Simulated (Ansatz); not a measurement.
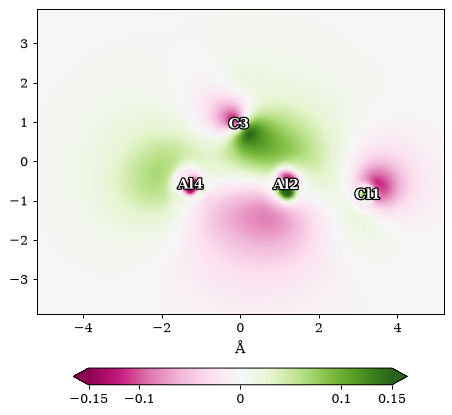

*CH$_{3}$Al$_{2}$Cl (SMILES [Cl][Al]1[CH2][AlH]1). One frontier orbital on the plane of atoms Al2, Al4 and C3 (values in Å⁻³ᐟ²; the overall sign is arbitrary).*

Geometry: PBE0-D4/def2-TZVP.

Theory: RKS PBE0-D4/def2-TZVPP in Ansatz.

The calculation's input:

```
crystal:
  periodic: [false, false, false]
  atoms:
    - {symbol: Cl, position_ang: [-2.039859, -2.335167, 1.272236]}
    - {symbol: Al, position_ang: [-0.784198, -1.080626, 0.144041]}
    - {symbol: C, position_ang: [0.320638, 0.478675, 0.553695]}
    - {symbol: Al, position_ang: [0.348760, 0.407556, -1.405773]}
    - {symbol: H, position_ang: [0.384541, 1.282563, 1.287795]}
    - {symbol: H, position_ang: [1.186793, -0.218599, 0.717455]}
    - {symbol: H, position_ang: [0.644626, 1.397699, -2.615150]}
basis:
  gaussian: {orbitals: def2-TZVPP}
hamiltonian: {xc: pbe0, dispersion: d4}
output: {orbitals: {seedname: orbitals}}
```

Command:

```sh
ansatz run in.yaml --threads 2 --pin off --events-out ev --progress --plain --max-ram 4352MiB
```

**Which orbital is it: HOMO or LUMO?**

The LUMO, at −2.16 eV. By Hirshfeld shares it lies mainly on Al4 (about 50 %), Al2 (about 30 %) and C3 (about 10 %); π-bonding across Al4–Al2.
